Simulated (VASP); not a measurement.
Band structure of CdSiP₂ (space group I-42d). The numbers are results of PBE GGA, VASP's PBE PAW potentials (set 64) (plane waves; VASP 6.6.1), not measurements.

The path is coarsely sampled, so an indirect gap can come out somewhat too large.

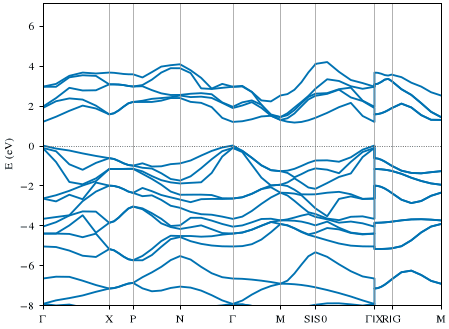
Figure: Bands along high-symmetry lines, zero at the valence-band maximum or, without a gap, the Fermi level

Problem. Read the plot: is there a gap, and where are the band edges?

Solution. The gap is indirect, 1.15 eV, from the valence maximum at Γ to the conduction minimum at M-S at 0.40.

The structure was generated: CdSiP2 was put into an ordered model structure, which need not be its known phase. The cell was not relaxed at this level.
